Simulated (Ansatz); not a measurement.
AlH3O3 and related structures: several calculations on one system

**1. Relaxation**

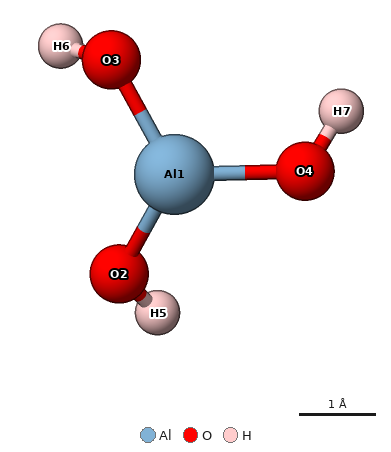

This is the input geometry for a relaxation of AlH3O3. Style: ball-and-stick. Shown at a tilt.

It is one of the separated reactants of a reaction.

All numbers below come from RKS PBE0-D4/def2-TZVP in Ansatz 0.2.0.

The input:
```yaml
crystal:
  periodic: [false, false, false]
  atoms:
    - {symbol: Al, position_ang: [0.134378, -0.509450, 0.002412]}
    - {symbol: O, position_ang: [1.226735, -0.514813, -1.329922]}
    - {symbol: O, position_ang: [0.811260, -0.615735, 1.583116]}
    - {symbol: O, position_ang: [-1.420890, -1.208705, -0.242939]}
    - {symbol: H, position_ang: [1.095886, -1.112381, -2.062792]}
    - {symbol: H, position_ang: [1.701324, -0.937179, 1.709100]}
    - {symbol: H, position_ang: [-1.762796, -1.859242, 0.366350]}
basis:
  gaussian: {orbitals: def2-TZVP}
hamiltonian: {xc: pbe0, dispersion: d4}
relax: {f_tol: 0.005, max_steps: 200}
```

Run as
```bash
ansatz run in.yaml --threads 8 --pin off --events-out ev --progress --plain --max-ram 19148MiB
```

> What does the optimiser find from here?

Al1 moves most after the best rigid fit: 0.47 Å. Largest moves by element: Al 0.47 Å, H 0.38 Å, O 0.20 Å. Some distances before and after: Al1–O2 1.723 → 1.689 Å. Bond angles that change, for instance: O2–Al1–O3 117.4° → 120.0°. The energy falls by 10.00 kcal/mol in 6 geometry steps. Largest force component: 1.9 eV/Å at the start, 0.0017 eV/Å at the end. Cost: 14 s on 8 threads of Intel Xeon @ 2.50GHz, with other jobs on the host.

Final geometry:

```xyz
7

Al    0.2551   -0.9653    0.0036
O     1.3022   -0.6934   -1.2933
O     0.8167   -0.8113    1.5889
O    -1.3535   -1.3913   -0.2848
H     1.0218   -0.7708   -2.2034
H     1.7192   -0.5722    1.7920
H    -1.9756   -1.5532    0.4222
```

The end point in the same view:

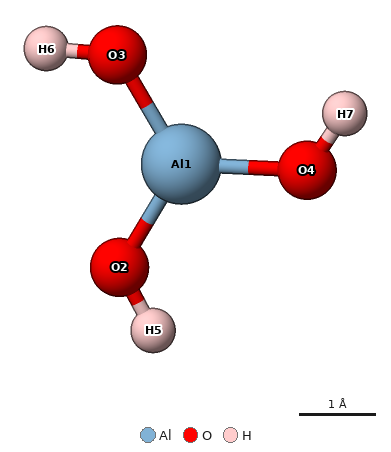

**2. Relaxation**

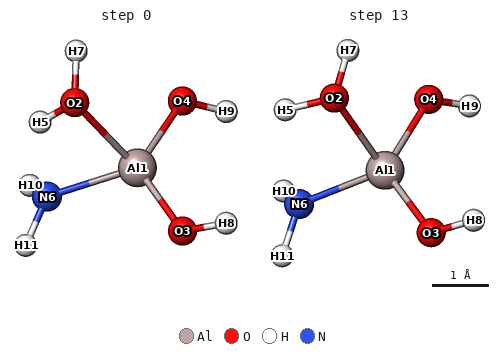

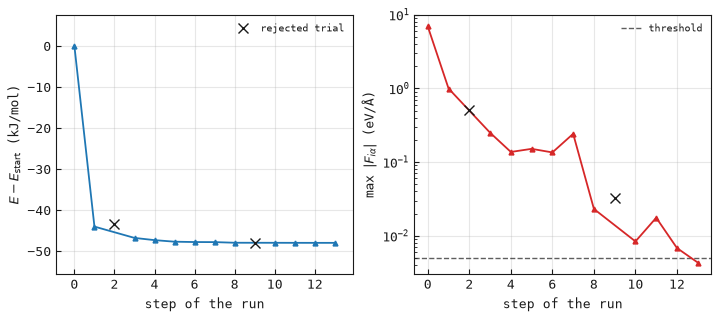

First and last geometry of a relaxation of AlNH6O3 (started from a transition state, displaced along its imaginary mode), with the history of the run. The picture is a ball-and-stick view, seen face on.

Theory: RKS PBE0-D4/def2-TZVP in Ansatz.

Input
```yaml
crystal:
  periodic: [false, false, false]
  atoms:
    - {symbol: Al, position_ang: [-0.055078, -0.289908, 0.368674]}
    - {symbol: O, position_ang: [1.046270, 0.011542, -1.279738]}
    - {symbol: O, position_ang: [0.952553, -0.567008, 1.715913]}
    - {symbol: O, position_ang: [-1.140480, -1.476867, -0.247799]}
    - {symbol: H, position_ang: [0.635365, 0.783422, -1.245755]}
    - {symbol: N, position_ang: [-0.453600, 1.457719, 0.063787]}
    - {symbol: H, position_ang: [0.710560, -0.429765, -2.072494]}
    - {symbol: H, position_ang: [1.386614, -1.384265, 1.946982]}
    - {symbol: H, position_ang: [-1.658361, -2.027403, 0.330841]}
    - {symbol: H, position_ang: [-1.377752, 1.740217, -0.215861]}
    - {symbol: H, position_ang: [-0.046091, 2.182416, 0.635551]}
basis:
  gaussian: {orbitals: def2-TZVP}
hamiltonian: {xc: pbe0, dispersion: d4}
relax: {f_tol: 0.005, max_steps: 200}
```

Run as
```bash
ansatz run in.yaml --threads 8 --pin off --events-out ev --progress --plain --max-ram 19148MiB
```

> Did the run converge, and what did it change?

It converged. Over 11 accepted moves (13 points after the start) the energy falls by 47.9 kJ/mol. The largest force component goes from 6.9 to 0.0043 eV/Å. The line search rejected the trial steps at points 2, 9 of the run. H7 moves most after the best rigid fit: 0.37 Å. By element the largest moves are H 0.37 Å, O 0.17 Å, N 0.16 Å, Al 0.09 Å. Near-neighbour distances that change, for instance: O2–H5 0.875 → 0.974 Å, Al1–O2 2.005 → 1.983 Å, Al1–N6 1.818 → 1.809 Å. Bond angles that change, for instance: Al1–O2–H5 81.0° → 94.9°, O2–Al1–N6 80.7° → 92.5°, Al1–O2–H7 114.5° → 104.9°. The run took 62 s on 8 threads of Intel Xeon @ 2.50GHz, with other jobs on the host.

**3. Reaction**

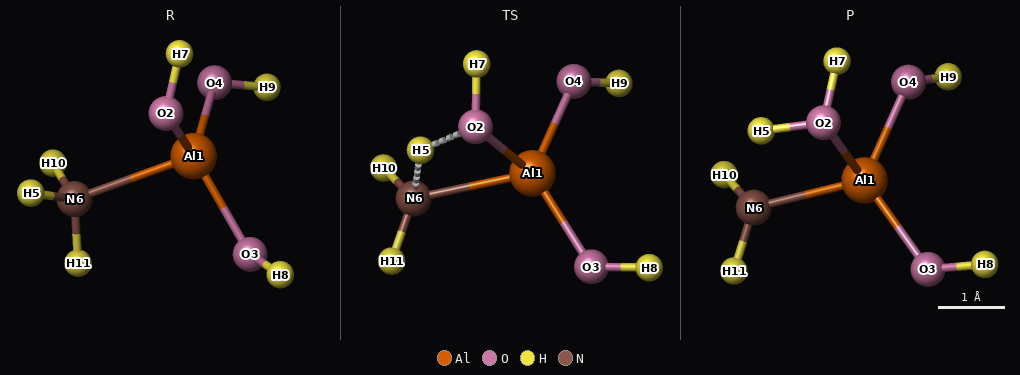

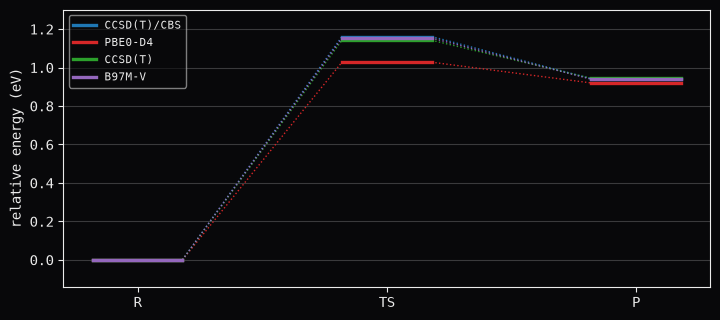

A reaction step of AlNH$_{6}$O$_{3}$, with its energy diagram. The picture is a ball-and-stick view, seen face on. Dashed sticks mark bonds that form or break.

Stationary points at PBE0-D4/def2-TZVP, single-point energies with CCSD(T)/CBS, PBE0-D4, CCSD(T), B97M-V (def2-TZVPP where no basis is named; Ansatz 0.2.0). The energies are electronic, without zero-point or thermal terms, and both ends are the minima reached downhill from the saddle, with any fragments still in contact. CCSD(T)/CBS stands for a frozen-core estimate: MP2 correlation extrapolated from def2-TZVPP and def2-QZVPP, CCSD(T) minus MP2 from the smaller set.

What happens, and what does it cost?

From R over the saddle to P, a bond forms: O2–H5 (2.75 → 1.13 → 0.97 Å). A bond breaks: H5–N6 (1.01 → 1.45 → 2.30 Å). Bonds that stay but change much: Al1–O2 (1.72 → 1.90 → 1.98 Å). The saddle has one imaginary mode, 746i cm⁻¹. With CCSD(T)/CBS the barrier is 1.16 eV from R and 0.22 eV from P, and P lies 0.94 eV above R.

| level | barrier from R (eV) | barrier from P (eV) | P less R (eV) |
| --- | --- | --- | --- |
| CCSD(T)/CBS | 1.16 | 0.22 | 0.94 |
| PBE0-D4 | 1.03 | 0.11 | 0.92 |
| CCSD(T) | 1.14 | 0.20 | 0.94 |
| B97M-V | 1.15 | 0.21 | 0.94 |

Against CCSD(T)/CBS, B97M-V comes closest on the barrier from R (−0.01 eV) and PBE0-D4 misses most (−0.13 eV).
